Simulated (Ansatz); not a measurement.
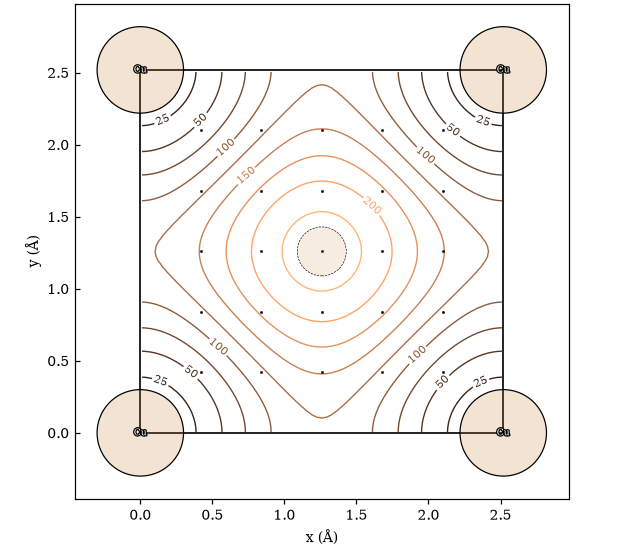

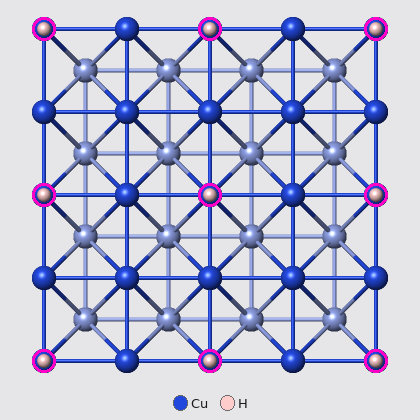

Energy landscape of H on a Cu(100) slab cut from the Fm-3m phase, its upper half relaxed before the scan (12 atoms of substrate and one adsorbate in a 2 × 2 cell). H is moved over the surface cell at a fixed height above a rigid substrate; the origin of the map has the adsorbate above Cu9; the height is held at 2.20 Å. Places are given modulo a cell vector. The map is drawn in real space over the plane of the surface. The scan uses a 6 × 6 grid; 10 points were computed and 26 follow by symmetry. Places are given in fractions of the 1 × 1 surface cell. Energies are in meV, from the lowest grid point. The runs have no spin polarisation, so an open-shell adsorbate far from the surface lies too high. At a fixed height the lowest place need not be the adsorption site. Theory: DFT PBE+D3(BJ), scalar-relativistic, plane waves, PAW (Ansatz). Settings: cutoff 420 eV, k-mesh 5×5×1, gaussian smearing 0.1 eV, no spin polarisation.

In the figure: contour lines labelled in meV, dots at the grid points, labelled circles for the atoms of the top layer and small ones for the second layer, the outline of one cell of the plane. Between grid points the surface is interpolated. The second picture is the structure at the lowest point; rings mark the moved atoms.

### What does the map say about the system?

The lowest grid point is at the top site over a surface Cu atom, (0/6, 0/6) of the cell vectors. No other kind of well shows on this grid. The highest grid point, a fourfold hollow over a second-layer Cu atom, (3/6, 3/6) of the cell vectors, lies 239 meV above the lowest. On the interpolated surface the easiest way out of the lowest well to its copy in the next cell or period passes a barrier of about 123 meV. At the lowest point the adsorbate has 1 Cu at 2.20 Å as nearest neighbours, at the highest 4 Cu at 2.83 Å.

Each point was launched as `ansatz run input.yaml --threads 4 --pin off --max-ram 12288MiB --backend cpu --events-out ev --progress --plain --runs-dir out`. Time for the 10 points that were run: 6 min on 4 threads of Arm Neoverse V1 (shared host).

PAW datasets: the set soft_1.
